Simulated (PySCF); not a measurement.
C₅H₆AlClO₂

```xyz
15

C     2.5334   -1.1229   -0.1266
C     1.8160   -0.1016   -0.5878
C     0.4137    0.0939   -0.2185
O    -0.1487   -0.7423    0.5740
Al   -1.7951   -0.8852    1.2731
O    -2.2832    0.6432    0.3713
C    -1.6086    1.3733   -0.3871
Cl   -2.4270    2.7498   -1.0598
C    -0.2800    1.1912   -0.7403
H     3.5647   -1.2662   -0.3979
H     2.0924   -1.8448    0.5418
H     2.2401    0.6314   -1.2580
H    -2.5536   -2.0570    0.6248
H    -1.7720   -0.5402    2.7729
H     0.2037    1.8853   -1.4040
```

Geometry: GFN2-xTB.

Level of theory: wB97X-D/def2-SVPD, SCF density, gas phase (PySCF 2.14.0).

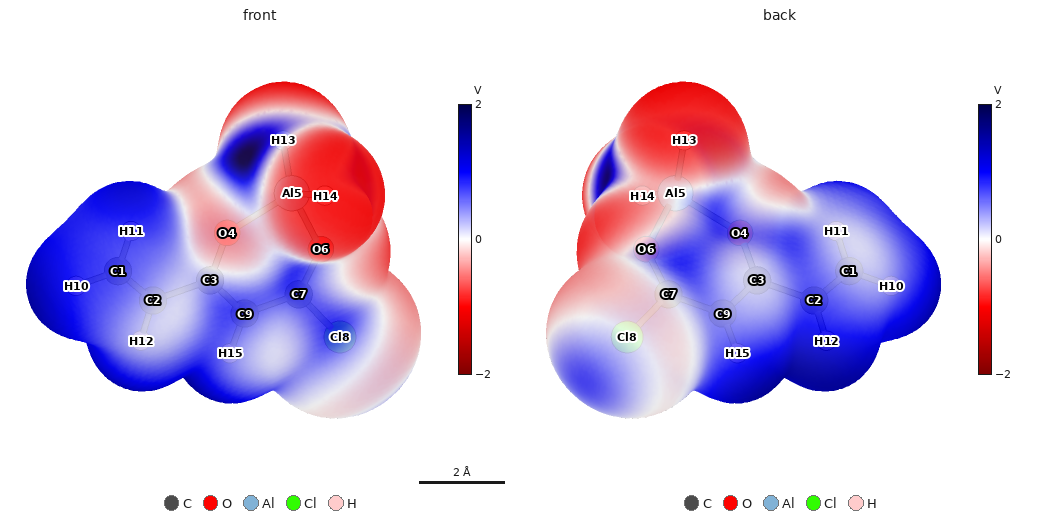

Figure 1. The molecular electrostatic potential painted on the density surface at 0.002 e/bohr³, seen from the front and from behind; red is negative and blue positive.

Question: Describe the electrostatic potential map.

Answer: The most negative region (about −1.0 V) lies over H13 and H14, the most positive (about +1.6 V) over Al5. Cl8 shows a σ-hole: about +0.8 V at the tip opposite its bond, against about −0.2 V on its flanks.

Question: How polar is the molecule by this calculation?

Answer: Its dipole moment is 4.61 D.

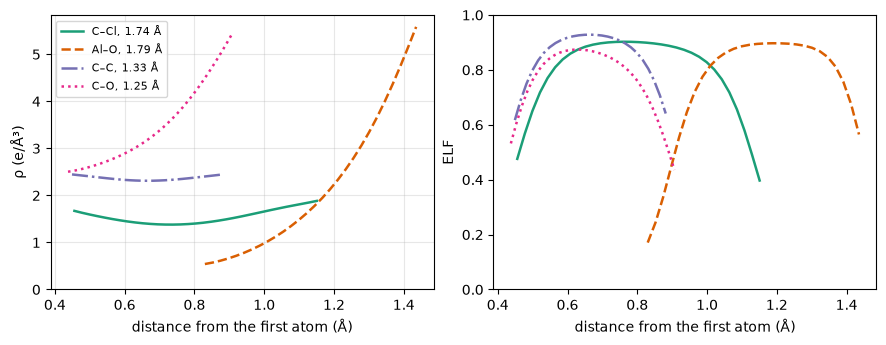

Figure 2. Electron density and electron localisation function along straight lines between neighbouring atoms. The curves leave out the atomic cores.

Question: What can be read from the curves?

Answer: C–Cl (1.74 Å): ρ is about 1.5 e/Å³ halfway; the ELF peaks at about 0.90 between the atoms; a shared electron pair.
Al–O (1.79 Å): the density is about 0.66 e/Å³ at the midpoint; the ELF peaks at about 0.90 in the valence shell of O, 0.6 Å from its nucleus, and is about 0.45 at the midpoint.
C–C (1.33 Å): ρ at the midpoint is about 2.3 e/Å³; the ELF peaks at about 0.95 between the atoms: a multiple bond.
C–O (1.25 Å): the density is about 3 e/Å³ at the midpoint; the ELF peaks at about 0.85 between the atoms: a polar covalent bond.
